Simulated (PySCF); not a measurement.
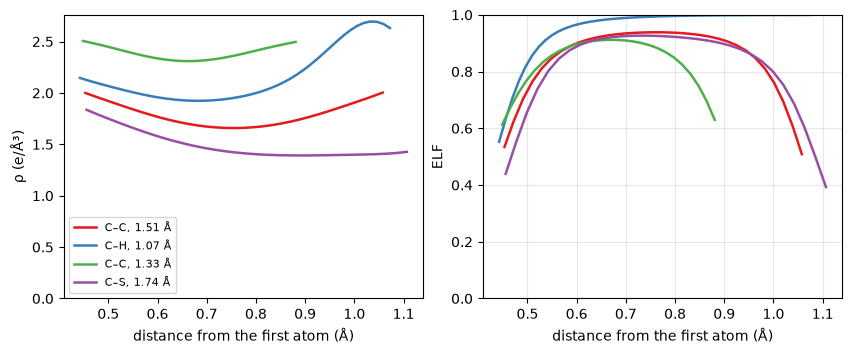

Figure. C7H8S. Total electron density and electron localisation function along straight lines between neighbouring atoms. The curves leave out the atomic cores.

Geometry: GFN2-xTB, NEB image 0 of 0 to 8.

Computed with PBE0/pcSseg-1, SCF density, gas phase, non-relativistic in PySCF 2.14.0.

Input

```
{"job": {"kind": "nmr", "xc": "PBE0", "basis": "pcSseg-1", "pop": false}, "charge": 0, "multiplicity": 1}
C      2.897900     0.430800    -0.089100
S      1.818200    -0.951000    -0.562500
C      0.275100    -0.212800    -0.267000
C     -0.162000     0.966700     0.188400
C     -1.618600     0.566100     0.103800
C     -2.117600    -0.213700     1.301100
C     -1.673700    -1.383000     0.851200
C     -1.107000    -0.806200    -0.425100
H      2.723900     0.677900     0.953500
H      2.686100     1.283400    -0.727100
H      3.919800     0.096100    -0.232600
H      0.300900     1.863200     0.551600
H     -2.305900     1.203100    -0.440800
H     -2.610000     0.116200     2.196400
H     -1.652200    -2.386200     1.232000
H     -1.382600    -1.241500    -1.377900
```

Command:

```sh
OMP_NUM_THREADS=1 python probes_run.py task.json out
```

### Compare the contacts.

C–C (1.51 Å): ρ is about 1.7 e/Å³ halfway; the ELF peaks at about 0.95 between the atoms: localised, covalent bonding.
C–H (1.07 Å): ρ is about 2 e/Å³ halfway; the ELF climbs to about 1 towards the hydrogen, as it does in any bond to H; an ordinary covalent bond to hydrogen.
C–C (1.33 Å): the density is about 2.3 e/Å³ at the midpoint; the ELF peaks at about 0.90 between the atoms (a multiple bond).
C–S (1.74 Å): the density is about 1.4 e/Å³ at the midpoint; the ELF peaks at about 0.95 between the atoms, as expected for localised, covalent bonding.
